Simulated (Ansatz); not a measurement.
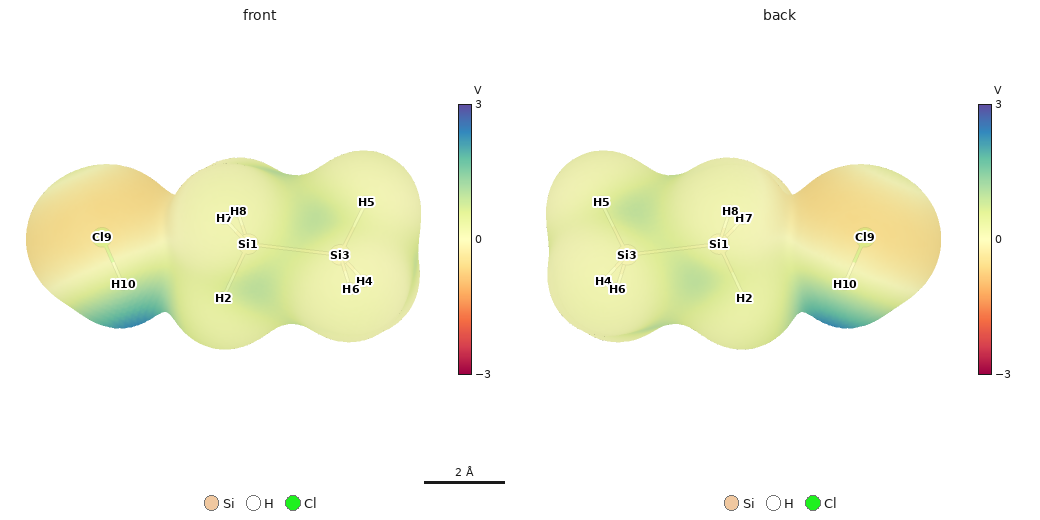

Figure 1: H$_{6}$Si$_{2}$···HCl. The electrostatic potential painted on the density surface at 0.002 e/bohr³, seen from the front and from behind; red is negative and blue positive.

Level of theory: RKS PBE0-D4/def2-SVP (Ansatz).

Input file:

```
crystal:
  periodic: [false, false, false]
  atoms:
    - { symbol: Si, position_ang: [0.08865, 0.013809, -0.054532] }
    - { symbol: H, position_ang: [0.094462, -0.182469, 1.408334] }
    - { symbol: Si, position_ang: [2.315163, -0.001147, -0.802021] }
    - { symbol: H, position_ang: [2.869928, -1.389369, -0.758663] }
    - { symbol: H, position_ang: [2.391304, 0.503261, -2.208146] }
    - { symbol: H, position_ang: [3.155594, 0.877898, 0.068934] }
    - { symbol: H, position_ang: [-0.546858, 1.328159, -0.360985] }
    - { symbol: H, position_ang: [-0.681208, -1.097158, -0.685475] }
    - { symbol: Cl, position_ang: [-2.893399, 0.022635, 1.447573] }
    - { symbol: H, position_ang: [-1.676536, -0.075619, 1.976479] }
basis:
  gaussian: { orbitals: def2-SVP }
hamiltonian:
  xc: pbe0
  dispersion: d4
relax:
  f_tol: 0.03
  max_steps: 50
output:
  orbitals: {}
```

Run with:

```sh
ansatz run input.yaml --threads 2 --pin off --max-ram 3072MiB --backend cpu --events-out ev --progress --plain --runs-dir out
```

The fields are those of the run's last geometry, not of the input's.

Question: Where is the surface potential most negative and most positive?

Answer: The most negative region (about −0.6 V) lies over Cl9, the most positive (about +2.2 V) over H10. Cl9 shows a σ-hole: about +0.3 V at the tip opposite its bond, against about −0.5 V on its flanks.
